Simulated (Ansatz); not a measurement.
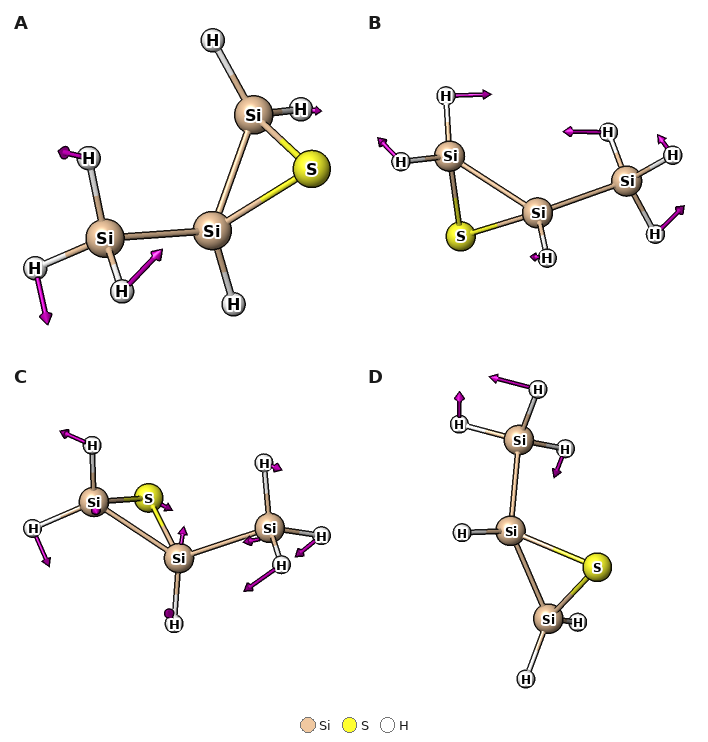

4 normal modes of one molecule or complex, as arrows. Harmonic vibrations computed with RKS PBE0-D4/def2-TZVP (Ansatz 0.2.0) at a stationary point of the same level.

**Match the panels to the wavenumbers 94 cm⁻¹, 361 cm⁻¹, 532 cm⁻¹, 936 cm⁻¹.**

A: 94 cm⁻¹, a torsion or out-of-plane motion in which bond lengths and bond angles hardly change
B: 532 cm⁻¹, H–Si–Si bending
C: 361 cm⁻¹
D: 936 cm⁻¹, H–Si–H bending
